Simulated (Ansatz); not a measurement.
# B2O2 (diboron dioxide) at SVWN5/aug-cc-pVDZ

Aim: the vertical electron affinity of B2O2 (diboron dioxide) at SVWN5/aug-cc-pVDZ, from 2 runs. 

The calculation is run with Ansatz 0.2.0.

47 further runs of the same task are left out: 5 that didn't finish, 42 set aside as unsound or not needed.

### 1 Starting point

The species is B2O2 (4 atoms), meant as a singlet with charge 0. SMILES: `O=BB=O`. Geometry: relaxed at PBE0-D4/def2-TZVP.

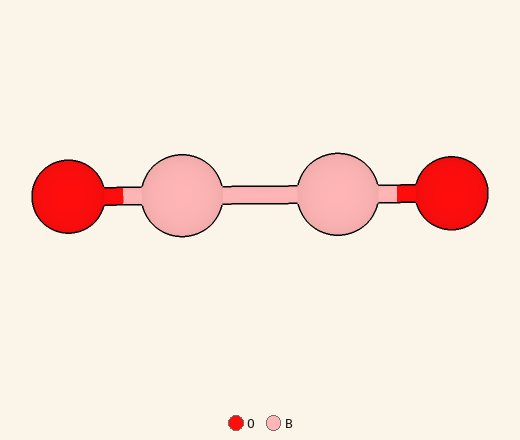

The structure, seen from a chosen angle (oxygen red, boron pink).

### 2 The energy at SVWN5/aug-cc-pVDZ

in.yaml reads:

```yaml
crystal:
  periodic: [false, false, false]
  atoms:
    - {symbol: O, position_ang: [-0.743090, 0.459760, 1.817650]}
    - {symbol: B, position_ang: [-0.302300, 0.187070, 0.739120]}
    - {symbol: B, position_ang: [0.302150, -0.186920, -0.739220]}
    - {symbol: O, position_ang: [0.743230, -0.459920, -1.817550]}
basis:
  gaussian: {orbitals: aug-cc-pVDZ}
hamiltonian: {xc: {name: SVWN5}}
accuracy: high
output: {orbitals: {seedname: orbitals}}
```

Command:

```console
$ ansatz run in.yaml --threads 1 --pin off --max-ram 3480MiB --events-out events.jsonl --progress --plain --runs-dir runs
```

Output:

```text
Warning: RAYON_NUM_THREADS=1 ignored (pool sized by the plan → 1); use --threads N
Functional definition: SVWN5
  name "SVWN5"
  exchange = slater_x
  correlation = vwn5_c
1577 factors; integrals over basis functions are off by at most 2.7e-9 eV
mean field evaluation 1: about -5394.5024 eV, gradient 7.8e1 eV
mean field evaluation 2: about -5297.5580 eV, gradient 2.2e2 eV
mean field evaluation 4: about -5405.1368 eV, gradient 8.2e0 eV
mean field evaluation 8: about -5405.2991 eV, gradient 4.0e-1 eV
mean field evaluation 16: about -5405.2994 eV, gradient 2.7e-6 eV
mean field -5405.29938332 eV, -198.6410884937 hartree, gradient 9.1e-8 eV, S^2 0.000000; 0 other end points of the search recorded, 0 dependent functions left out
reference -5405.29939104 eV, -198.6410887771 hartree; 13, 13 occupied and 79, 79 virtual orbitals, 1577 factors
Total energy: -5405.29939104 eV, -198.6410887771 hartree
```

Wall time 1.5 s (1 thread of Intel Xeon 6975P-C (Granite Rapids), shared host); peak memory 0.2 GiB.

### 3 The doublet anion, same level

input.yaml reads:

```yaml
crystal:
  periodic: [false, false, false]
  atoms:
    - {symbol: O, position_ang: [-0.743090, 0.459760, 1.817650]}
    - {symbol: B, position_ang: [-0.302300, 0.187070, 0.739120]}
    - {symbol: B, position_ang: [0.302150, -0.186920, -0.739220]}
    - {symbol: O, position_ang: [0.743230, -0.459920, -1.817550]}
basis:
  gaussian:
    orbitals: aug-cc-pVDZ
magnetization:
  spin_polarized: true
  initial_magnetization: 1
hamiltonian:
  xc: {name: SVWN5}
accuracy: high
output: {orbitals: {seedname: orbitals}}
total_charge: -1
```

Command:

```console
$ ansatz run input.yaml --threads 1 --pin off --max-ram 3480MiB --events-out events.jsonl --progress --plain --runs-dir runs
```

Output:

```text
Warning: RAYON_NUM_THREADS=1 ignored (pool sized by the plan → 1); use --threads N
[... 4 set-up lines as earlier in the session ...]
1577 factors; integrals over basis functions are off by at most 2.7e-9 eV
mean field evaluation 1: about -5403.6593 eV, gradient 2.0e1 eV
mean field evaluation 2: about -5396.5939 eV, gradient 4.4e1 eV
mean field evaluation 4: about -5405.6285 eV, gradient 3.3e0 eV
mean field evaluation 8: about -5405.7390 eV, gradient 7.2e-2 eV
mean field evaluation 16: about -5405.7390 eV, gradient 5.2e-5 eV
mean field evaluation 32: about -5404.1606 eV, gradient 5.6e0 eV
mean field evaluation 64: about -5405.7390 eV, gradient 9.3e-3 eV
mean field evaluation 96: about -5405.6995 eV, gradient 2.2e0 eV
mean field -5405.73901763 eV, -198.6572447565 hartree, gradient 9.7e-8 eV, S^2 0.750473; 9 other end points of the search recorded, 0 dependent functions left out
reference -5405.73902082 eV, -198.6572448737 hartree; 14, 13 occupied and 78, 79 virtual orbitals, 1577 factors
Total energy: -5405.73902082 eV, -198.6572448737 hartree
```

It took 17 s on 1 thread of Intel Xeon 6975P-C (Granite Rapids), shared host; peak memory 0.27 GiB.

### 4 Summary of results

At SVWN5/aug-cc-pVDZ:

```
                                         quantity          value
                       singlet B2O2: total energy  -198.64109 Eh
                        singlet B2O2: HOMO energy       -9.73 eV
                        singlet B2O2: LUMO energy       -3.57 eV
                      singlet B2O2: HOMO–LUMO gap        6.15 eV
                      doublet anion: total energy  -198.65724 Eh
doublet anion: HOMO energy (highest over α and β)        2.20 eV
 doublet anion: LUMO energy (lowest over α and β)        2.28 eV
                              doublet anion: ⟨S²⟩          0.750
vertical electron affinity (to the doublet anion)       0.440 eV
```

**Reading.** At fixed nuclei the extra electron is bound by 0.44 eV (42.4 kJ/mol). The HOMO (doublet anion) lies at positive energy, 2.20 eV, as semi-local functionals often give for anions; only total energies tell whether the electron is bound.
